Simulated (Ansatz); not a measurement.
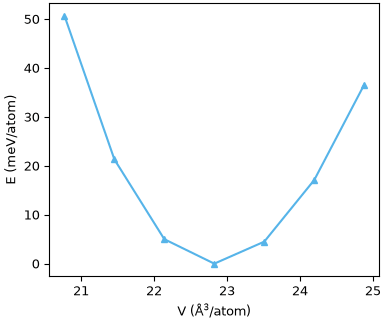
AlGaAs$_{2}$ in space group P-4m2 (No. 115; Ga on 1a, As on 2g, Al on 1c) under volume change, DFT-r²SCAN in the program Ansatz with PAW potentials, shape and atoms relaxed at each volume.

### Question
What does a third-order Birch–Murnaghan fit give for V₀, B₀ and B′?

### Answer
V₀ = 22.83 Å³/atom, B₀ = 74.0 GPa, B′ = 4.4.

The start of the workflow was typed in or built on a structure type; neither database checked (COD, Materials Project) lists it. Its standing as an ambient phase is unchecked. The cell was relaxed with r²SCAN under the symmetry of its start; whether a distortion lowers the energy is not shown.

Potentials: the later of the program's two PAW sets.
